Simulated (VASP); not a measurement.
Band structure of KBr (rock salt). All values below come from PBE GGA with spin-orbit coupling, VASP's PBE PAW potentials (set 64) (plane waves; VASP).

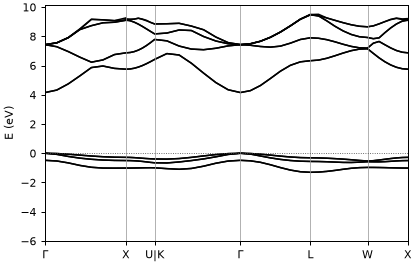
Figure. Bands along high-symmetry lines, zero at the valence-band maximum or, without a gap, the Fermi level

Task: Read the plot: is there a gap, and where are the band edges?

Result: The gap is direct, 4.16 eV, from the valence maximum at Γ to the conduction minimum at Γ.

Measured: gap 7.40 eV (computed value off by -3.24 eV), as given by Aguado et al., (1998), arXiv:cond-mat/9809176.

The compound is KBr in the rock salt structure. It was relaxed first.
